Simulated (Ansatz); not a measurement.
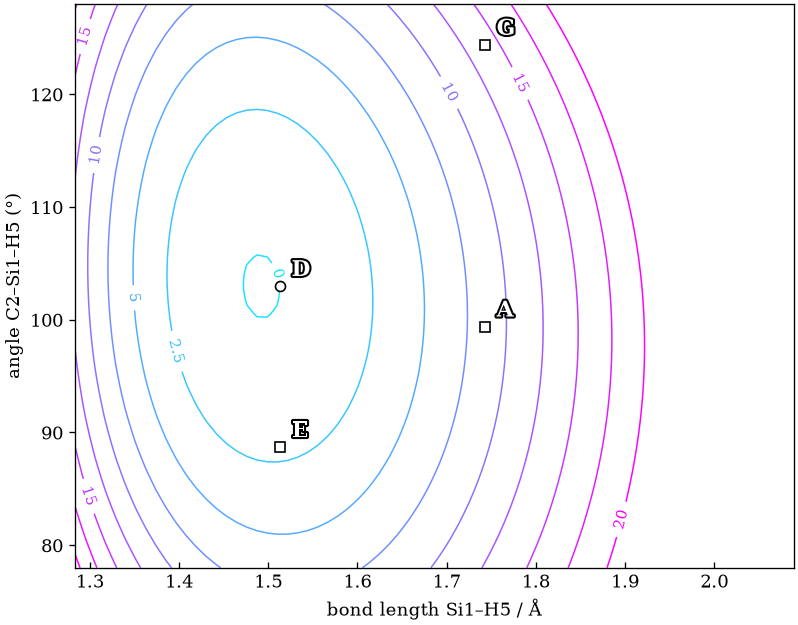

CH₂SSi, SMILES [SiH2]=C=S. Coordinates scanned: (1) bond length Si1–H5; (2) angle C2–Si1–H5. Nothing is relaxed (all other coordinates rigid). Grid: 15 × 15 points. All energies are given in kcal/mol relative to the lowest grid point. Method: RKS PBE0-D4/def2-TZVP in Ansatz 0.2.0.

In the figure: contour lines labelled in kcal/mol (none above 20), lettered points. Between grid points the surface is interpolated.

### Is E the lowest point of the computed grid?

No. E lies 2.1 kcal/mol above the lowest grid point, which is at bond length Si1–H5 = 1.513 Å, angle C2–Si1–H5 = 103.0°.

### What kind of point is each of A, D, G: minimum, saddle, maximum or slope?

A: on a slope; D: minimum; G: on a slope. (In these two coordinates alone; a stationary point may lie a little off the grid point.)
